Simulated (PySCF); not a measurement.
## Run report: C3H9ClGeO3, excited-state calculation

C3H9ClGeO3 (GeCl(OMe)3), computed with TDDFT PBE0/def2-SVPD, vertical, gas phase, core orbitals frozen in the response (PySCF 2.14.0).

The geometry comes from this level: PBE0-D3(BJ)/def2-SVP. It belongs to a series of runs on one base structure; here: ligand (all three): Me to OMe.

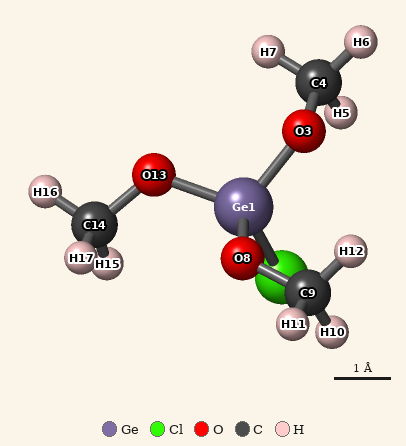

Figure 1. The input geometry (ball-and-stick view, seen at a tilt; atoms are numbered from 1 in the order of the input). Sticks mark near contacts.

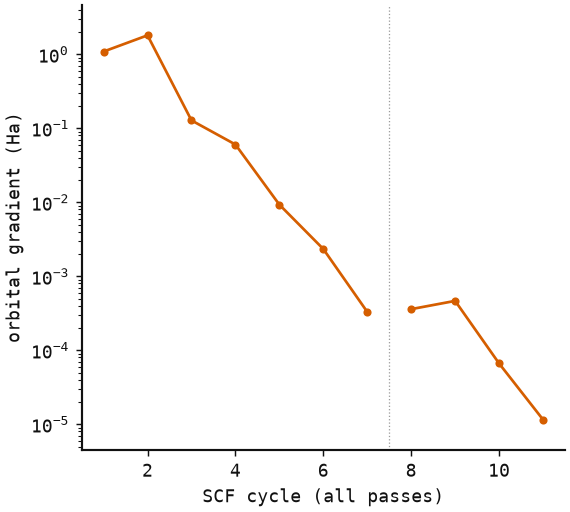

Figure 2. Convergence of the self-consistent field: orbital gradient against the SCF cycle. The dotted line marks the change from a coarse to the final integration grid. The first 7 cycles use a coarse grid, the final grid takes over at cycle 8, and the field converges after 11 cycles in all.

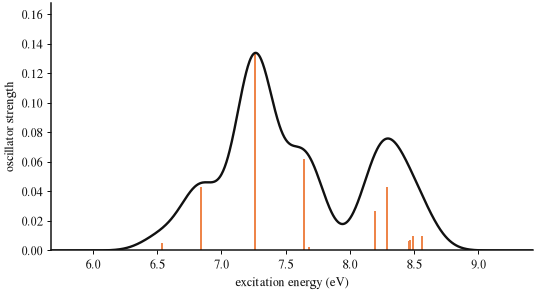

Figure 3. Computed excitations as sticks (degenerate states added up, dark ones marked on the axis), with a Gaussian envelope of 0.35 eV full width at half maximum, scaled to the tallest. Of the 15 states the lowest lies at 6.54 eV (f = 0.005); the strongest line is at 7.26 eV, or 171 nm (f = 0.134, summed over 2 states that lie within 0.004 eV).

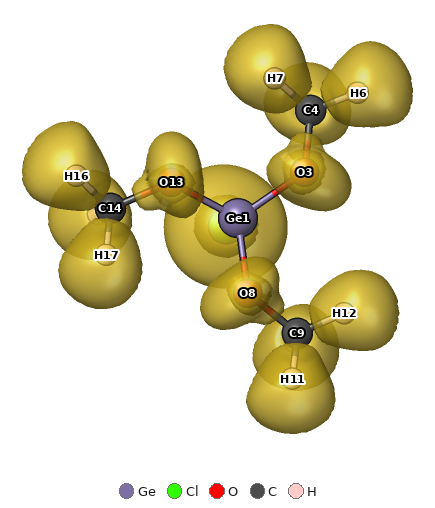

Figure 4. Isosurface of the electron localisation function at 0.75 (yellow), seen face on. Core shells and regions of very low density are left out. Values along the shortest contacts: Ge–O (1.74 Å): the ELF peaks at about 0.85 in the valence shell of O, 0.6 Å from its nucleus, and is about 0.35 at the midpoint.

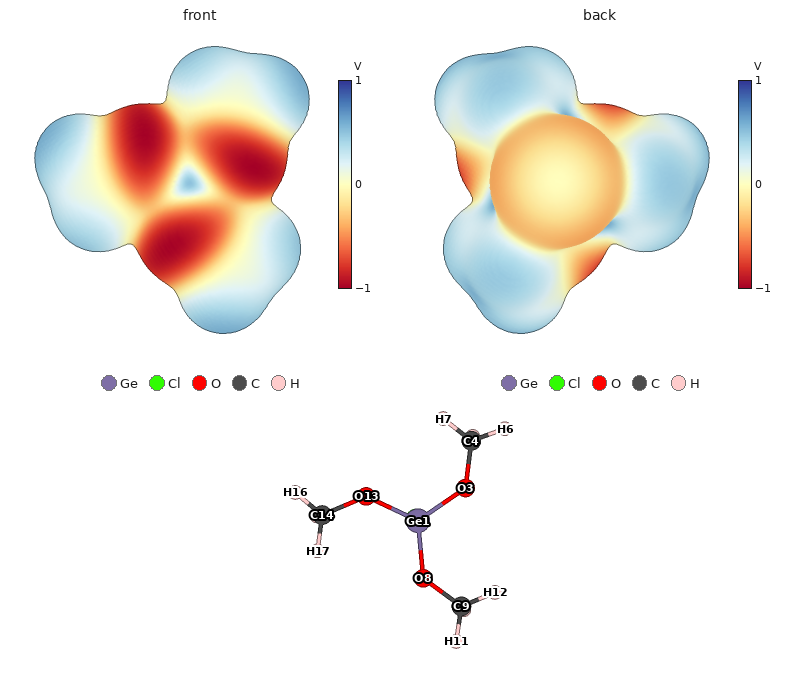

Figure 5. The electrostatic potential painted on the density surface at 0.001 e/bohr³, seen face on and from behind; red is negative and blue positive. The bare structure is drawn below in the same view.

These pictures come from the run below.

**Input file**
```
{"job": {"kind": "uv", "xc": "PBE0", "basis": "def2-SVPD", "ip": false, "nstates": 15}, "charge": 0, "multiplicity": 1}
Ge    -0.008069    -0.003505     0.080430
Cl    -0.011234    -0.016137     2.238180
O      1.636861    -0.070343    -0.497762
C      2.503961    -1.116045    -0.122199
H      2.609966    -1.189614     0.974461
H      3.493606    -0.901802    -0.551302
H      2.160396    -2.091099    -0.507933
O     -0.764814     1.461690    -0.490297
C     -0.270423     2.728697    -0.119622
H     -0.257093     2.861084     0.976468
H     -0.937947     3.488661    -0.551580
H      0.748740     2.899409    -0.506583
O     -0.888536    -1.389808    -0.508650
C     -2.234892    -1.608662    -0.154320
H     -2.370484    -1.657803     0.940403
H     -2.542239    -2.573423    -0.583844
H     -2.896328    -0.821910    -0.555599
```

The first line tells a small driver script what to run in PySCF; the rest is the geometry in Å.

Run as:
```bash
OMP_NUM_THREADS=1 python <driver script> task.json out
```

**The program's output**
```
coarse grid: 67064 points
cycle   1  E = -2881.0563428440  dE =  2.299e-01  |g| = 1.087e+00  |ddm| = 6.489e+00
cycle   2  E = -2880.6845110357  dE =  3.718e-01  |g| = 1.801e+00  |ddm| = 5.110e+00
cycle   3  E = -2881.2615511609  dE = -5.770e-01  |g| = 1.277e-01  |ddm| = 2.991e+00
cycle   4  E = -2881.2647055037  dE = -3.154e-03  |g| = 6.029e-02  |ddm| = 3.329e-01
cycle   5  E = -2881.2654496969  dE = -7.442e-04  |g| = 9.285e-03  |ddm| = 1.225e-01
cycle   6  E = -2881.2654672057  dE = -1.751e-05  |g| = 2.336e-03  |ddm| = 3.478e-02
cycle   7  E = -2881.2654683154  dE = -1.110e-06  |g| = 3.303e-04  |ddm| = 5.781e-03
final grid: 140384 points
cycle   8  E = -2881.2654228490  dE = -5.576e-08  |g| = 3.596e-04  |ddm| = 6.139e-03
cycle   9  E = -2881.2654228315  dE =  1.747e-08  |g| = 4.646e-04  |ddm| = 1.506e-03
cycle  10  E = -2881.2654228822  dE = -5.071e-08  |g| = 6.639e-05  |ddm| = 8.037e-04
cycle  11  E = -2881.2654228831  dE = -8.527e-10  |g| = 1.157e-05  |ddm| = 9.169e-05
converged SCF energy = -2881.2654228831

Static polarisability (au): isotropic 90.079, principal 85.632 92.200 92.406

Singlet excitations
state   eV       nm        f      main configurations
  1   6.5370    189.7   0.00489   H->L 0.96
  2   6.5419    189.5   0.00513   H-1->L 0.96
  3   6.8414    181.2   0.04312   H-2->L 0.94
  4   7.2614    170.7   0.06677   H-3->L 0.91
  5   7.2640    170.7   0.06710   H-4->L 0.91
  6   7.6458    162.2   0.06222   H-5->L 0.91
  7   7.6825    161.4   0.00118   H-6->L 0.91
  8   7.6844    161.3   0.00145   H-7->L 0.91
  9   8.1944    151.3   0.01336   H->L+1 0.70, H->L+2 0.09, H-1->L+3 0.09
 10   8.1956    151.3   0.01344   H-1->L+1 0.70, H->L+3 0.09, H-1->L+2 0.09
 11   8.2876    149.6   0.04311   H->L+2 0.33, H-2->L+1 0.32, H-1->L+3 0.30
 12   8.4610    146.5   0.00666   H-1->L+4 0.29, H-1->L+2 0.15, H->L+2 0.12
 13   8.4653    146.5   0.00728   H->L+4 0.31, H-1->L+2 0.14, H-1->L+3 0.12
 14   8.4936    146.0   0.00974   H->L+3 0.35, H-1->L+2 0.20, H-2->L+1 0.09
 15   8.5651    144.8   0.00972   H->L+4 0.39, H-1->L+2 0.09, H->L+1 0.09

Triplet excitations (Tamm-Dancoff, eV): 6.1816 6.1868 6.3230 6.7291
```

**Summary**

- outcome: converged
- total energy: −2881.265423 hartree
- HOMO: −8.51 eV
- LUMO: −0.55 eV
- dipole moment: 0.22 D
- mean polarisability: 90.08 a.u.
- lowest singlet excitation: 6.54 eV
- hardware: 1 CPU thread, shared host
- wall time: 2 min
- peak memory: 1.2 GiB

Spin–orbit coupling is left out, which matters for the heavy atoms.
